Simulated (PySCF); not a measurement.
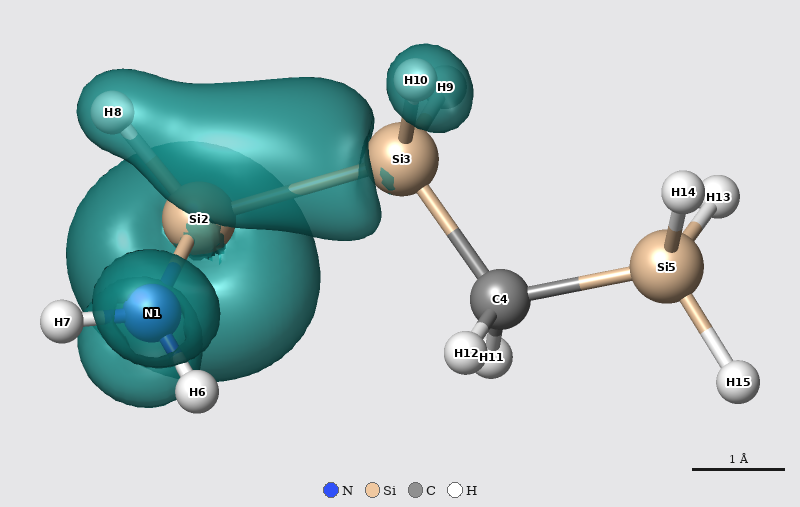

The picture shows: CH$_{10}$NSi$_{3}$ (SMILES N[SiH][SiH2]C[SiH3]) (doublet). Isosurfaces of the spin density at +0.015 (teal) and −0.015 e/Å³ (pink), seen at a tilt.

Geometry: PBE0-D3(BJ)/def2-SVP.

Level of theory: PySCF, UKS B3LYP, IGLO-III on C N Si, pcH-1 on H, non-relativistic, mean-field spin-orbit, GIAO.

```xyz
15

N     2.8953   -0.1540   -0.7676
Si    2.3990   -0.0641    0.9005
Si    0.1544    0.6115    0.9967
C    -0.9050   -0.5660   -0.0378
Si   -2.7445   -0.1688   -0.0382
H     2.4096   -0.7708   -1.4100
H     3.8751   -0.0733   -1.0176
H     3.3270    0.9268    1.5451
H    -0.2964    0.5706    2.4248
H    -0.0524    2.0117    0.4965
H    -0.7605   -1.5934    0.3385
H    -0.5410   -0.5481   -1.0798
H    -3.2832   -0.2170    1.3558
H    -2.9792    1.2009   -0.5899
H    -3.5070   -1.1498   -0.8731
```

Question: Where is the unpaired spin?

Answer: The unpaired spin (1 electron) lies mostly on Si2 (about 0.7), N1 (about 0.1) and Si3 (about 0.1), in electrons by Hirshfeld's partition. Only one sign reaches the isovalue.
